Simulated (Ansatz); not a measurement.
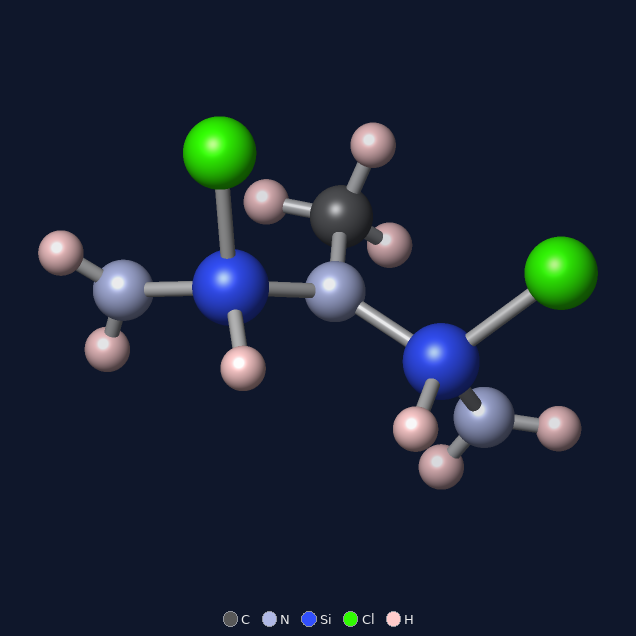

Computed geometry: PBE0-D4/def2-TZVP optimisation. No frequency run is at hand to confirm it as a minimum. Program: Ansatz 0.2.0.

Tabulate HOMO energy (eV) at these levels: B97M-V/def2-TZVPP; BHLYP-D4/def2-TZVPP; BLYP-D4/def2-TZVPP; PBE0-D4/def2-TZVPP; SPW92 (LDA)/def2-TZVPP; r2SCAN0-D4/def2-TZVPP; r2SCANh-D4/def2-TZVPP.

```json
{"level": "B97M-V/def2-TZVPP", "HOMO energy (eV)": "−6.67"}
{"level": "BHLYP-D4/def2-TZVPP", "HOMO energy (eV)": "−8.83"}
{"level": "BLYP-D4/def2-TZVPP", "HOMO energy (eV)": "−6.12"}
{"level": "PBE0-D4/def2-TZVPP", "HOMO energy (eV)": "−7.60"}
{"level": "SPW92 (LDA)/def2-TZVPP", "HOMO energy (eV)": "−6.41"}
{"level": "r2SCAN0-D4/def2-TZVPP", "HOMO energy (eV)": "−7.79"}
{"level": "r2SCANh-D4/def2-TZVPP", "HOMO energy (eV)": "−7.04"}
```
